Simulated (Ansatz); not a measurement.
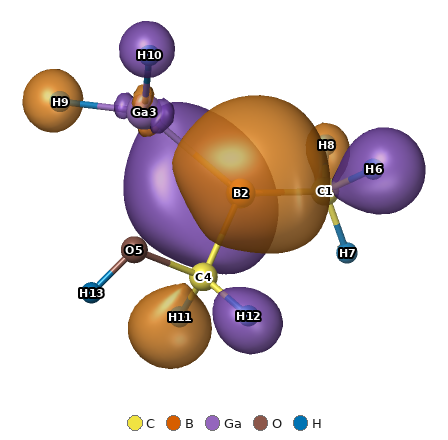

Figure. C2H8BGaO. The LUMO at ±0.1 Å⁻³ᐟ² (orange and purple are the two phases), seen at a tilt.

Geometry: PBE0-D4/def2-TZVP.

The calculation used RKS PBE0-D4/def2-TZVPP (Ansatz).

The calculation's input:

```
crystal:
  periodic: [false, false, false]
  atoms:
    - {symbol: C, position_ang: [-1.591931, 1.241779, 0.046312]}
    - {symbol: B, position_ang: [-0.310618, 0.366307, 0.114925]}
    - {symbol: Ga, position_ang: [1.516773, 0.257916, 1.136749]}
    - {symbol: C, position_ang: [-0.086428, -0.893105, -0.798123]}
    - {symbol: O, position_ang: [1.295871, -1.273819, -0.604978]}
    - {symbol: H, position_ang: [-1.316759, 2.104374, -0.581069]}
    - {symbol: H, position_ang: [-2.458773, 0.772024, -0.428987]}
    - {symbol: H, position_ang: [-1.890530, 1.668808, 1.005821]}
    - {symbol: H, position_ang: [1.650973, -0.666803, 2.414813]}
    - {symbol: H, position_ang: [2.808618, 1.075399, 0.748026]}
    - {symbol: H, position_ang: [-0.761115, -1.686726, -0.441427]}
    - {symbol: H, position_ang: [-0.290866, -0.752285, -1.867379]}
    - {symbol: H, position_ang: [1.434775, -2.213859, -0.744693]}
basis:
  gaussian: {orbitals: def2-TZVPP}
hamiltonian: {xc: pbe0, dispersion: d4}
output: {orbitals: {seedname: orbitals}}
```

Run with:

```sh
ansatz run in.yaml --threads 2 --pin off --events-out ev --progress --plain --max-ram 22528MiB --backend cuda --devices 0, --max-vram 18GiB
```

Question: What is the character of this orbital?

Answer: Its weight (Hirshfeld) is mainly on B2 (about 50 %), Ga3 (about 15 %), C4 (about 10 %) and C1 (about 10 %). Its energy is −1.10 eV.
